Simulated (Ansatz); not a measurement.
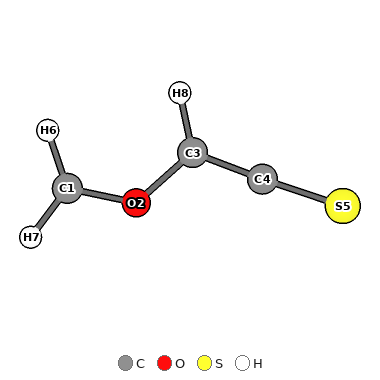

The system is C₃H₃OS, SMILES [CH2+]OC=C=S, charge +1; the picture shows the reference structure. The first coordinate is: angle C1–O2–C3; the second: change of the bonds O2–C1, O2–C3, all alike. Nothing is relaxed (all other coordinates rigid). The scan uses a 15 × 15 grid. Points are written as (first, second). All energies are given in kcal/mol relative to the relaxed molecule at the same level. Level of theory: Ansatz 0.2.0, RKS PBE-D4/def2-SVP.

Its coordinates:

```xyz
8

C    -0.7831    1.4564   -0.0053
O    -0.5510    0.2254   -0.2595
C     0.5243   -0.4983    0.1563
C     0.5898   -1.7996   -0.2211
S     0.7179   -3.2792   -0.6180
H    -0.0801    2.0511    0.6086
H    -1.7142    1.8557   -0.4382
H     1.2964   -0.0115    0.7773
```

Range: angle C1–O2–C3 from 81.5 to 171.5°; change of the bonds O2–C1, O2–C3, all alike from −0.145 to 0.224 Å.

### What will the energy surface look like?

The lowest grid point is at (126.5°, 0.013 Å), 0.20 kcal/mol from the relaxed molecule at the same level. It is the only kind of minimum in the scanned range. The highest grid point, (81.5°, −0.145 Å), lies 254 kcal/mol above the lowest. Round the minimum the valley is somewhat tilted: raising angle C1–O2–C3 shifts the best value of the second coordinate downwards (coupling k₁₂/√(k₁₁k₂₂) about 0.2).

```
second ↓, first →  81.5  87.9  94.3  100.8  107.2  113.6  120.1  126.5  132.9  139.3  145.8  152.2  158.6  165.1  171.5
            0.224    92    67    52     43     38     36     37     38     41     45     49     53     57     60     63
            0.198    91    63    47     38     32     30     30     31     34     38     41     46     49     53     55
            0.172    92    61    43     33     27     24     24     25     27     31     35     39     42     45     48
            0.145    93    59    40     28     22     19     18     19     21     24     28     32     35     38     41
            0.119    95    59    37     25     17     14     13     13     15     18     22     26     29     32     34
            0.092    99    60    36     22     14     10      8      8     10     13     16     20     23     26     28
            0.066   105    62    36     21     11      7      5      5      6      9     12     15     18     21     23
            0.040   113    66    37     20     10      5      2      2      3      5      8     12     15     17     19
            0.013   123    72    40     22     10      4      1      0      1      3      6      9     12     14     16
           −0.013   135    80    46     25     12      5      1      0      1      3      5      8     11     13     15
           −0.040   151    91    53     30     16      8      4      2      2      4      6      9     11     14     15
           −0.066   170   104    64     38     23     14      8      6      6      7      9     12     14     16     18
           −0.092   193   121    77     49     32     21     16     13     12     13     14     17     19     21     23
           −0.119   221   143    95     64     45     33     26     23     21     22     23     25     27     29     31
           −0.145   254   169   116     82     61     48     40     36     34     34     35     37     38     40     42
```

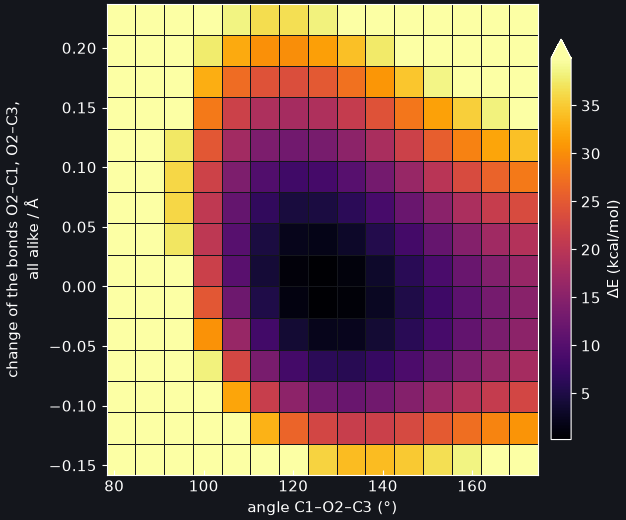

In the figure: one coloured cell a grid point, one colour for all values above the top of the scale.

Time for the 225 points that were run: 11 min on 1 thread of Arm Neoverse V2, with other jobs on the host.
